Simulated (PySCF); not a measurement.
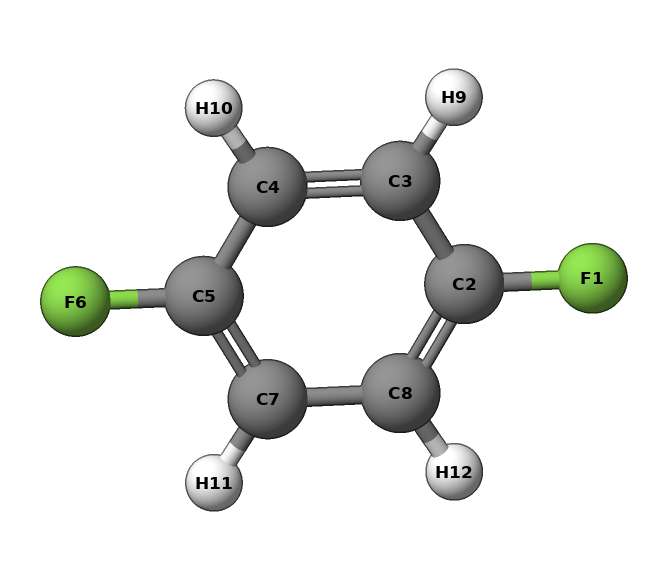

The geometry was computed by an optimisation with PBE0-D3(BJ)/def2-TZVP. No frequency run is at hand to confirm it as a minimum. Method: delta-SCF UKS SCAN, pcX-3 on the ionised atom, pcseg-2 elsewhere, spin-free X2C (PySCF 2.14.0).

Give the core-electron binding energies (to vacuum) of F1 1s, C2 1s, C3 1s.

| atom | level | binding energy (eV) |
| --- | --- | --- |
| F1 | 1s | 693.0 |
| C2 | 1s | 292.7 |
| C3 | 1s | 290.8 |
